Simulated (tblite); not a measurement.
# Run report: C6H11FO2Si, geometry relaxation (part 4 of 4)

The same run, continued: C6H11FO2Si; GFN2-xTB geometry optimisation, gas phase (tblite 0.8.0). It belongs to a series of runs on one base structure; here: H on Si replaced by OiPr.

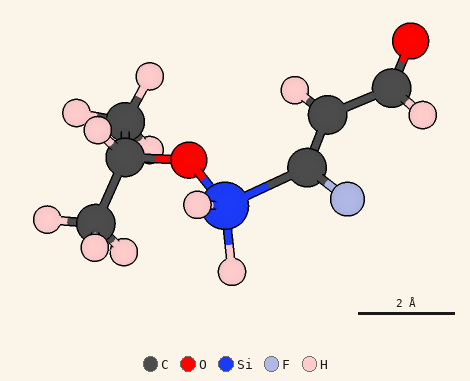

**Figure 1.** The geometry at step 212 of the log (ball-and-stick view, seen at a tilt).

**Trajectory as extended XYZ, continued**
```
21
Properties=species:S:1:pos:R:3:forces:R:3 step=188 energy=-899.54208
C    -2.7868   -0.2101   -0.3220    0.0160  -0.0080   0.0060
C    -1.6976   -0.1350    0.7396   -0.0080   0.0010   0.0000
C    -1.8499    1.1098    1.6072   -0.0010   0.0110   0.0010
O    -0.4094   -0.1093    0.1663    0.0300  -0.0220  -0.0050
Si    0.2314   -0.9192   -1.0632   -0.0260  -0.0150  -0.0600
C     2.0799   -0.5396   -0.8906   -0.0310   0.0010   0.0160
F     2.8151   -1.1403   -1.8478    0.0420   0.0040  -0.0440
C     2.6991    0.1977    0.0351   -0.0230   0.0050   0.0020
C     4.1401    0.4154    0.1057   -0.0140  -0.0340  -0.0120
O     4.6951    1.0330    0.9802    0.0140   0.0230  -0.0020
H    -2.6718   -1.1156   -0.9123   -0.0070   0.0030   0.0010
H    -2.7190    0.6487   -0.9852    0.0070  -0.0040   0.0120
H    -3.7644   -0.2179    0.1508   -0.0140   0.0090   0.0020
H    -1.7529   -1.0316    1.3738   -0.0050   0.0060  -0.0040
H    -1.0158    1.1867    2.2994   -0.0030  -0.0210   0.0050
H    -2.7760    1.0597    2.1736    0.0140   0.0130  -0.0160
H    -1.8604    1.9976    0.9803   -0.0020   0.0090   0.0010
H    -0.2231   -0.4544   -2.3778    0.0130   0.0040   0.0300
H     0.0584   -2.3719   -0.9757    0.0040  -0.0160   0.0150
H     2.0886    0.6590    0.7941   -0.0040   0.0290   0.0420
H     4.7105   -0.0459   -0.7225   -0.0030   0.0030   0.0110
21
Properties=species:S:1:pos:R:3:forces:R:3 step=194 energy=-899.54462
C    -2.7862   -0.2075   -0.3233    0.0060  -0.0060  -0.0050
C    -1.6986   -0.1360    0.7397   -0.0030   0.0050   0.0050
C    -1.8406    1.1142    1.6031   -0.0090   0.0060   0.0030
O    -0.4097   -0.1300    0.1669    0.0000   0.0050   0.0070
Si    0.2280   -0.9345   -1.0677    0.0210   0.0120   0.0170
C     2.0716   -0.5334   -0.8887    0.0090  -0.0030  -0.0060
F     2.8100   -1.0948   -1.8693    0.0180   0.0090  -0.0120
C     2.6907    0.1858    0.0517    0.0000  -0.0130   0.0060
C     4.1311    0.4165    0.1064   -0.0110   0.0100  -0.0170
O     4.6870    1.0668    0.9565    0.0040  -0.0020   0.0060
H    -2.6721   -1.1146   -0.9117   -0.0190   0.0040   0.0080
H    -2.7091    0.6490   -0.9882   -0.0040   0.0020   0.0070
H    -3.7669   -0.2085    0.1447    0.0150   0.0090  -0.0050
H    -1.7628   -1.0282    1.3793   -0.0110   0.0040   0.0010
H    -1.0081    1.1814    2.2989   -0.0170  -0.0050  -0.0110
H    -2.7697    1.0746    2.1656    0.0160  -0.0090   0.0010
H    -1.8464    2.0053    0.9798    0.0350  -0.0260  -0.0160
H    -0.2230   -0.4652   -2.3794   -0.0120  -0.0050   0.0020
H     0.0775   -2.3890   -0.9722   -0.0160  -0.0130  -0.0050
H     2.0874    0.6254    0.8303   -0.0010   0.0130  -0.0010
H     4.7011   -0.0604   -0.7135   -0.0200   0.0050   0.0150
21
Properties=species:S:1:pos:R:3:forces:R:3 step=200 energy=-899.54585
C    -2.7862   -0.2056   -0.3223   -0.0040   0.0050   0.0000
C    -1.6964   -0.1390    0.7390    0.0040  -0.0080  -0.0050
C    -1.8299    1.1140    1.5988    0.0090  -0.0080  -0.0080
O    -0.4072   -0.1381    0.1665   -0.0010  -0.0140  -0.0020
Si    0.2301   -0.9439   -1.0679   -0.0180   0.0000   0.0010
C     2.0708   -0.5281   -0.8963    0.0080   0.0050   0.0010
F     2.8141   -1.0583   -1.8907   -0.0020  -0.0080   0.0050
C     2.6838    0.1792    0.0571   -0.0020   0.0100  -0.0010
C     4.1216    0.4215    0.1128   -0.0100   0.0130   0.0180
O     4.6692    1.0894    0.9548    0.0100  -0.0030   0.0020
H    -2.6880   -1.1162   -0.9072    0.0110  -0.0060   0.0010
H    -2.7053    0.6477   -0.9904    0.0130   0.0060  -0.0020
H    -3.7648   -0.1939    0.1482   -0.0130   0.0080   0.0170
H    -1.7661   -1.0291    1.3805   -0.0010  -0.0070  -0.0020
H    -0.9980    1.1767    2.2948    0.0080  -0.0060   0.0010
H    -2.7577    1.0824    2.1627   -0.0070   0.0150  -0.0140
H    -1.8224    1.9992    0.9680    0.0030   0.0010   0.0050
H    -0.2331   -0.4822   -2.3783   -0.0020  -0.0040   0.0020
H     0.0797   -2.3992   -0.9680   -0.0010   0.0040  -0.0020
H     2.0796    0.6087    0.8407   -0.0110  -0.0090  -0.0050
H     4.6973   -0.0684   -0.6938    0.0050   0.0070  -0.0140
21
Properties=species:S:1:pos:R:3:forces:R:3 step=206 energy=-899.54653
C    -2.7810   -0.2032   -0.3225    0.0050   0.0020  -0.0030
C    -1.6968   -0.1475    0.7442    0.0030  -0.0020   0.0010
C    -1.8238    1.1105    1.5972    0.0100   0.0020  -0.0050
O    -0.4044   -0.1599    0.1793   -0.0070  -0.0010   0.0020
Si    0.2277   -0.9481   -1.0685    0.0040  -0.0120   0.0040
C     2.0683   -0.5239   -0.9018   -0.0020   0.0000   0.0030
F     2.8131   -1.0517   -1.8961   -0.0030  -0.0040   0.0070
C     2.6779    0.1847    0.0532   -0.0070  -0.0040   0.0000
C     4.1153    0.4280    0.1169   -0.0050  -0.0050   0.0000
O     4.6605    1.0962    0.9601   -0.0060   0.0040   0.0110
H    -2.6953   -1.1217   -0.8970   -0.0080  -0.0030  -0.0040
H    -2.6737    0.6420   -0.9976   -0.0120  -0.0040  -0.0020
H    -3.7621   -0.1652    0.1428    0.0060   0.0020  -0.0080
H    -1.7788   -1.0356    1.3869    0.0020  -0.0020   0.0050
H    -0.9905    1.1728    2.2913   -0.0020  -0.0040   0.0150
H    -2.7532    1.0906    2.1592    0.0070   0.0000  -0.0030
H    -1.8118    1.9911    0.9603    0.0130   0.0110  -0.0010
H    -0.2489   -0.4803   -2.3717    0.0050   0.0000   0.0000
H     0.0855   -2.4049   -0.9774    0.0010   0.0030  -0.0080
H     2.0675    0.6081    0.8350   -0.0050   0.0080   0.0070
H     4.6953   -0.0652   -0.6848    0.0010   0.0080  -0.0210
21
Properties=species:S:1:pos:R:3:forces:R:3 step=212 energy=-899.54782
C    -2.7754   -0.1991   -0.3266   -0.0140  -0.0080   0.0080
C    -1.6982   -0.1572    0.7484   -0.0080   0.0200   0.0060
C    -1.8059    1.1110    1.5904   -0.0090   0.0080   0.0270
O    -0.4015   -0.1988    0.1992    0.0150   0.0050  -0.0120
Si    0.2268   -0.9662   -1.0621    0.0060   0.0110  -0.0250
C     2.0636   -0.5271   -0.8986   -0.0210  -0.0290   0.0420
F     2.8134   -1.0549   -1.8886    0.0030   0.0100  -0.0070
C     2.6658    0.1858    0.0578    0.0090   0.0040   0.0020
C     4.1004    0.4430    0.1167    0.0250   0.0170  -0.0120
O     4.6462    1.1002    0.9686   -0.0180  -0.0220  -0.0150
H    -2.7051   -1.1229   -0.8958    0.0070   0.0190   0.0020
H    -2.6535    0.6417   -1.0045    0.0050  -0.0100  -0.0040
H    -3.7580   -0.1426    0.1339    0.0010   0.0020  -0.0050
H    -1.8038   -1.0416    1.3939   -0.0020   0.0300   0.0180
H    -0.9822    1.1611    2.2975    0.0050  -0.0200  -0.0030
H    -2.7417    1.1169    2.1416   -0.0120  -0.0030  -0.0010
H    -1.7662    1.9904    0.9515    0.0160  -0.0350  -0.0110
H    -0.2558   -0.4767   -2.3544   -0.0010  -0.0010  -0.0210
H     0.0913   -2.4237   -0.9988    0.0000  -0.0150   0.0020
H     2.0547    0.6021    0.8428   -0.0160   0.0030  -0.0040
H     4.6762   -0.0246   -0.7042    0.0100   0.0150   0.0140
21
Properties=species:S:1:pos:R:3:forces:R:3 step=218 energy=-899.54958
C    -2.7729   -0.1910   -0.3250    0.0000   0.0030  -0.0060
C    -1.6982   -0.1649    0.7529   -0.0020  -0.0070  -0.0030
C    -1.7761    1.1118    1.5844    0.0040  -0.0080  -0.0040
O    -0.4010   -0.2423    0.2075   -0.0070   0.0060   0.0020
Si    0.2237   -0.9924   -1.0660   -0.0180  -0.0030   0.0070
C     2.0583   -0.5511   -0.8857    0.0070   0.0100  -0.0120
F     2.8167   -1.0544   -1.8827   -0.0060  -0.0020   0.0040
C     2.6486    0.1731    0.0697   -0.0060   0.0060   0.0020
C     4.0759    0.4731    0.1178   -0.0110   0.0030   0.0100
O     4.6082    1.1323    0.9764    0.0000  -0.0040  -0.0020
H    -2.7207   -1.1199   -0.8866    0.0060  -0.0050  -0.0020
H    -2.6280    0.6395   -1.0113   -0.0020   0.0000   0.0070
H    -3.7559   -0.1083    0.1301    0.0010   0.0050  -0.0020
H    -1.8277   -1.0387    1.4074    0.0080   0.0000   0.0110
H    -0.9625    1.1369    2.3038    0.0060  -0.0080   0.0080
H    -2.7206    1.1561    2.1187   -0.0040   0.0050  -0.0080
H    -1.6907    1.9787    0.9342    0.0010   0.0100   0.0050
H    -0.2550   -0.4828   -2.3526    0.0070   0.0020  -0.0130
H     0.0812   -2.4501   -1.0261    0.0030  -0.0110   0.0030
H     2.0292    0.5693    0.8595    0.0140  -0.0040  -0.0120
H     4.6586    0.0421   -0.7175    0.0020   0.0010   0.0050
21
Properties=species:S:1:pos:R:3:forces:R:3 step=224 energy=-899.54998
C    -2.7718   -0.1895   -0.3223    0.0020   0.0040   0.0040
C    -1.6952   -0.1663    0.7536    0.0020   0.0010  -0.0010
C    -1.7661    1.1125    1.5821   -0.0020  -0.0030   0.0040
O    -0.3999   -0.2477    0.2051    0.0000   0.0000  -0.0110
Si    0.2212   -1.0007   -1.0683    0.0170  -0.0050  -0.0020
C     2.0553   -0.5514   -0.8931    0.0040  -0.0030   0.0010
F     2.8169   -1.0512   -1.8891   -0.0080   0.0000   0.0020
C     2.6407    0.1725    0.0655   -0.0040   0.0030  -0.0110
C     4.0658    0.4799    0.1227    0.0010  -0.0080  -0.0030
O     4.5888    1.1390    0.9870    0.0040   0.0040   0.0060
H    -2.7166   -1.1139   -0.8913   -0.0020  -0.0020   0.0050
H    -2.6316    0.6472   -1.0015    0.0070   0.0020  -0.0080
H    -3.7542   -0.1116    0.1346   -0.0050  -0.0080   0.0020
H    -1.8238   -1.0373    1.4124   -0.0050   0.0000  -0.0070
H    -0.9586    1.1277    2.3091   -0.0060   0.0060   0.0010
H    -2.7157    1.1675    2.1065    0.0020   0.0070   0.0020
H    -1.6661    1.9782    0.9319    0.0070  -0.0030   0.0110
H    -0.2551   -0.4969   -2.3580   -0.0060   0.0020  -0.0080
H     0.0830   -2.4588   -1.0218    0.0010  -0.0030   0.0020
H     2.0167    0.5635    0.8533    0.0000   0.0080   0.0080
H     4.6575    0.0543   -0.7094   -0.0070   0.0010   0.0030
21
Properties=species:S:1:pos:R:3:forces:R:3 step=230 energy=-899.55030
C    -2.7735   -0.1893   -0.3194   -0.0010  -0.0020   0.0000
C    -1.6912   -0.1658    0.7508    0.0000   0.0030   0.0020
C    -1.7575    1.1110    1.5832    0.0010   0.0030   0.0020
O    -0.3997   -0.2452    0.1936   -0.0010   0.0020   0.0010
Si    0.2216   -1.0041   -1.0761   -0.0020   0.0020   0.0010
C     2.0531   -0.5474   -0.8976   -0.0030   0.0010  -0.0010
F     2.8208   -1.0537   -1.8853    0.0010  -0.0020  -0.0020
C     2.6319    0.1828    0.0603    0.0070  -0.0010   0.0060
C     4.0582    0.4819    0.1291   -0.0010   0.0020  -0.0080
O     4.5799    1.1345    0.9991   -0.0030   0.0020   0.0040
H    -2.7196   -1.1144   -0.8877    0.0000   0.0000   0.0020
H    -2.6368    0.6467   -1.0005    0.0000   0.0010   0.0010
H    -3.7540   -0.1141    0.1422    0.0000   0.0020  -0.0010
H    -1.8160   -1.0381    1.4087   -0.0030  -0.0020  -0.0060
H    -0.9566    1.1177    2.3175   -0.0010  -0.0030   0.0030
H    -2.7109    1.1745    2.0997    0.0010  -0.0010   0.0000
H    -1.6427    1.9782    0.9377    0.0000  -0.0020  -0.0020
H    -0.2602   -0.5099   -2.3680    0.0020  -0.0010   0.0000
H     0.0883   -2.4625   -1.0206    0.0010  -0.0030   0.0010
H     2.0036    0.5793    0.8423    0.0000   0.0010  -0.0020
H     4.6524    0.0547   -0.7000    0.0020  -0.0030  -0.0010
```

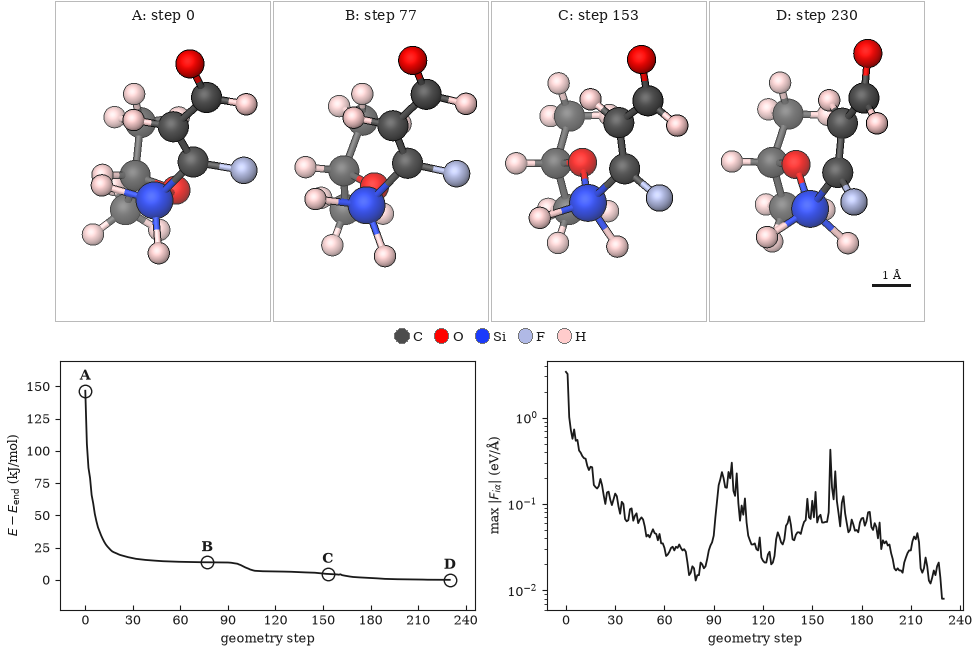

**Figure 2.** Frames of the relaxation (ball-and-stick view, seen at an oblique angle) above the curves, on which the letters mark them (steps are counted from 0).

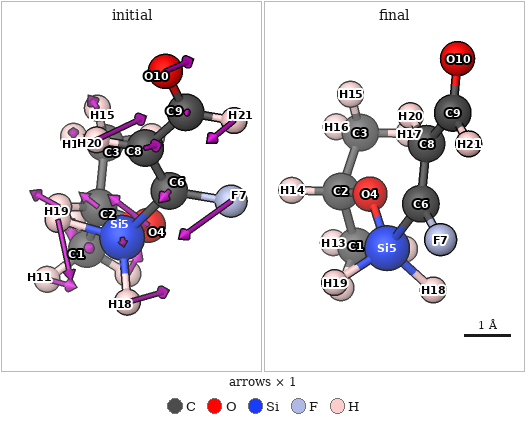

**Figure 3.** Before (left) and after (right) the relaxation, at one scale (ball-and-stick view, seen at an oblique angle). The pink arrows give the displacements, at true length. The energy falls by 146.5 kJ/mol in 230 geometry steps. Largest force component: 3.4 eV/Å at the start, 0.008 eV/Å at the end. F7 moves most after the best rigid fit: 1.92 Å. Largest moves by element: F 1.92 Å, H 1.75 Å, O 1.25 Å, C 0.59 Å, Si 0.25 Å. Among the contacts that change: O4–Si5 1.740 → 1.604 Å, Si5–C6 1.835 → 1.896 Å, C1–H13 1.143 → 1.086 Å, C9–O10 1.259 → 1.206 Å. Among the angles that change: C2–O4–Si5 106.9° → 134.0°, O4–Si5–H19 106.8° → 113.9°, Si5–C6–C8 121.7° → 128.1°. (Atoms are counted from 1 in the order of the input.)

This output came from the following input.

**Input**
```
{"job": {"kind": "relax", "xc": "GFN2-xTB", "basis": "xTB"}, "charge": 0, "multiplicity": 1}
C     -3.102600    -0.216000    -0.248700
C     -1.697300    -0.008300     0.202200
C     -1.659800     1.069400     1.266500
O     -0.838700     0.271200    -0.855000
Si     0.378500    -0.971600    -0.860900
C      1.999200    -0.113600    -0.802500
F      2.294500     0.768600    -1.821300
C      2.871100    -0.324700     0.192100
C      4.153500     0.393600     0.173200
O      5.007200     0.236000     1.085400
H     -3.420500    -1.280900    -0.239800
H     -3.330100     0.295100    -1.205600
H     -3.765600     0.276800     0.541900
H     -1.313900    -0.931500     0.694500
H     -0.745600     1.029000     1.898700
H     -2.583700     0.996200     1.892000
H     -1.702900     2.068900     0.777300
H      0.299100    -1.809600    -2.074500
H      0.141000    -1.805800     0.327100
H      2.644200    -1.017800     0.994700
H      4.363800     1.092000    -0.628300
```

The first line tells a small driver script what to run in tblite; the rest is the geometry in Å.

Launch command:
```bash
OMP_NUM_THREADS=1 python <driver script> task.json out
```

**Summary**

| quantity | value |
| --- | --- |
| outcome | converged |
| total energy | −899.5503 eV |
| hardware | 1 CPU thread, shared host |
| wall time | 3.7 s |
| peak memory | 0.18 GiB |
